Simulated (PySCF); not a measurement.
**Run report: TaOF, frequency calculation**

The run: frequency calculation of TaOF, multiplicity 3. Method and program: UKS-based PBE0, Ta def2-TZVP with ECP60, O def2-TZVP, F def2-TZVP; non-relativistic Hamiltonian with a scalar-relativistic core potential; density fitting (PySCF 2.14.0).

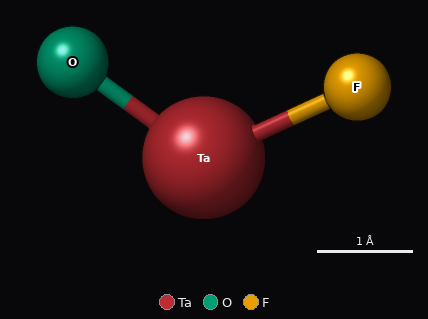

Fig. 1: The structure as given in the input (ball-and-stick view, seen at a tilt). Sticks mark near contacts.

## Key numbers

- outcome: converged
- total energy: −232.022403 hartree
- ⟨S²⟩: 2.010
- zero-point energy: 0.004229 hartree
- dipole moment: 3.46 D
- wavenumbers, lowest and highest: 194 and 1017 cm⁻¹
- hardware: 4 threads of AMD EPYC (Zen 5), 32 GiB of memory available, shared host
- wall time: 20 s (CPU time 77 s)
- peak memory: 0.91 GiB

## Input
```python
from pyscf import gto, scf, dft
mol = gto.M(atom='''
Ta    -0.031881     0.000000    -0.153630
O     -1.501940     0.000000     0.713293
F      1.568908     0.000000     0.851163''',
    basis={'Ta': 'def2-TZVP', 'O': 'def2-TZVP', 'F': 'def2-TZVP'},
    ecp={'Ta': 'def2-TZVP'},
    charge=0, spin=2)
mf = dft.UKS(mol, xc='PBE0')
mf.grids.atom_grid = (75, 302)
aux = {'Ta': 'def2-universal-JKFIT', 'O': 'def2-universal-JKFIT', 'F': 'def2-universal-JKFIT'}
mf = mf.density_fit(auxbasis=aux)
mf.conv_tol = 1e-09
mf.diis_space = 10
mf.max_cycle = 60
mf.verbose = 4
mf.kernel()
```

The script is an equivalent of the set-up of the self-consistent field. The run itself was carried out by a driver, which started from the orbitals of the step before it where there was one and computed the further properties.

Launched with:
```bash
OMP_NUM_THREADS=4 python axn.py task.json out
```

## The program's output
```
init E= -232.022402888191
  alpha nocc = 16  HOMO = -0.218862060617772  LUMO = -0.04949066903096
  beta  nocc = 14  HOMO = -0.355639433717972  LUMO = -0.107999557672194
  HOMO = -0.218862060618  LUMO = -0.107999557672  gap/eV = 3.01672
cycle= 1 E= -232.022402888184  delta_E= 7.05e-12  |g|= 4.04e-06  |ddm|= 3.21e-06
  alpha nocc = 16  HOMO = -0.218861189736816  LUMO = -0.0494897717382914
  beta  nocc = 14  HOMO = -0.355640877372956  LUMO = -0.107999000854921
  HOMO = -0.218861189737  LUMO = -0.107999000855  gap/eV = 3.01671
Extra cycle  E= -232.022402888135  delta_E= 4.85e-11  |g|= 1.21e-05  |ddm|= 7.96e-06
converged SCF energy = -232.022402888135  <S^2> = 2.0099428  2S+1 = 3.0066212
```

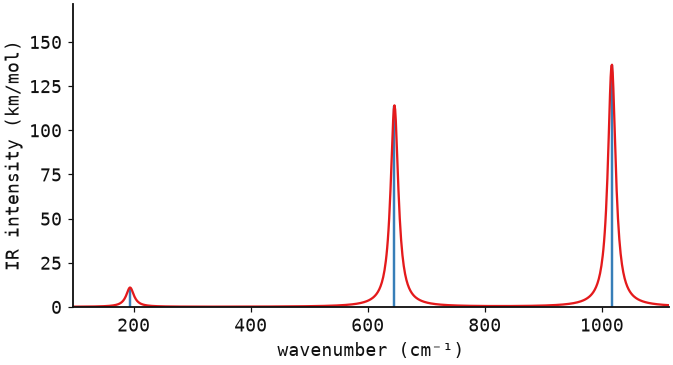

Fig. 2: Harmonic infrared spectrum, unscaled: sticks (degenerate modes added up, dark ones marked on the axis) with a Lorentzian envelope of 16 cm⁻¹ full width, scaled to the tallest stick. 3 modes from 194 to 1017 cm⁻¹, none imaginary. The strongest line is at 1017 cm⁻¹ (137 km/mol). All modes, in cm⁻¹ (km/mol): 194 (10.9), 646 (114), 1017 (137).
